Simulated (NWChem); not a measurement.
# N2O (SMILES N#[N+][O-]) at MP2/MIDI!

Aim: the vertical ionisation energy of N2O at MP2/MIDI!, from 2 runs. 

The calculation is run with NWChem 7.3.0.

3 further runs of the same task are left out: 3 set aside as unsound or not needed.

### 1 The system as given

N2O: 3 atoms, total charge 0, spin state singlet. SMILES: `N#[N+][O-]`. The shape is that of a PBE0-D4/def2-TZVP optimisation.

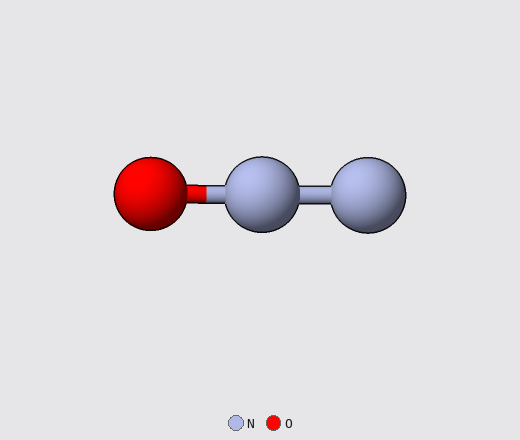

Viewed from a chosen angle; nitrogen light blue, oxygen red.

### 2 The energy at MP2/MIDI!

run.nw

```
start run
memory total 2200 mb
charge 0

geometry units angstroms noautosym nocenter noautoz
  N       -0.511700       1.001300      -0.167900
  N       -0.008400       0.016500      -0.002800
  O        0.520100      -1.017800       0.170700
end

basis spherical bse
  * library "MIDI!"
end

scf
  thresh 1e-08
  maxiter 80
  print low
end

mp2
  freeze core 3
  tight
end

task mp2
```

The run is started by

```sh
$ nwchem run.nw > run.out
```

The program printed, cut to the lines that bear on the results:

```text
[...]
  functions       =    42
[...]
  wavefunction    = RHF
[...]
         Total SCF energy =   -182.683521553877
      One-electron energy =   -370.372755597842
      Two-electron energy =    126.341367870412
 Nuclear repulsion energy =     61.347866173554
        Time for solution =      0.6s
[...]
          Total MP2 energy          -183.197256891568
[...]
```

Wall time 1.2 s (1 thread of Intel Xeon Platinum 8488C (Sapphire Rapids), shared host); peak memory 0.11 GiB.

### 3 The doublet cation

geom.nw

```
start geom
title "N2O"
memory 2200 mb
charge 1

geometry units bohr noautosym nocenter noautoz
  N     -0.96697286     1.89218277    -0.31728502
  N     -0.01587370     0.03118048    -0.00529123
  O      0.98284656    -1.92336325     0.32257625
end

basis spherical bse
  * library "MIDI!"
end

scf
  nopen 1
  uhf
  thresh 1e-08
  maxiter 80
  print low
end

mp2
  freeze core 3
  tight
end

task mp2
```

The run is started by

```sh
$ nwchem geom.nw > geom.out
```

The program printed:

```text
[...]
  functions       =    42
[...]
  wavefunction    = UHF
[...]
         Total SCF energy =   -182.280625954927
      One electron energy =   -361.713663889704
      Two electron energy =    118.085176237314
 Nuclear repulsion energy =     61.347861697463
                       Sz =      0.5000
                 Sz(Sz+1) =      0.7500
                      S^2 =      0.9151
[...]
          Total MP2 energy          -182.713441606912
[...]
```

It took 2.6 s on 1 thread of Intel Xeon Platinum 8488C (Sapphire Rapids), shared host; peak memory 0.11 GiB.

### 4 Summary of results

Level: MP2/MIDI!, 3 core orbitals frozen.

```
                                                   quantity          value
                                  singlet N2O: total energy  -183.19726 Eh
   singlet N2O: correlation energy (3 core orbitals frozen)     -513.7 mEh
                               doublet cation: total energy  -182.71344 Eh
doublet cation: correlation energy (3 core orbitals frozen)     -432.8 mEh
          doublet cation: ⟨S²⟩ of the reference determinant          0.915
         vertical ionisation energy (to the doublet cation)      13.165 eV
```

**Reading.** The vertical ionisation energy comes to 13.17 eV (1270 kJ/mol). ⟨S²⟩ (doublet cation) is 0.92 where a pure doublet has 0.75: the reference is spin-contaminated.
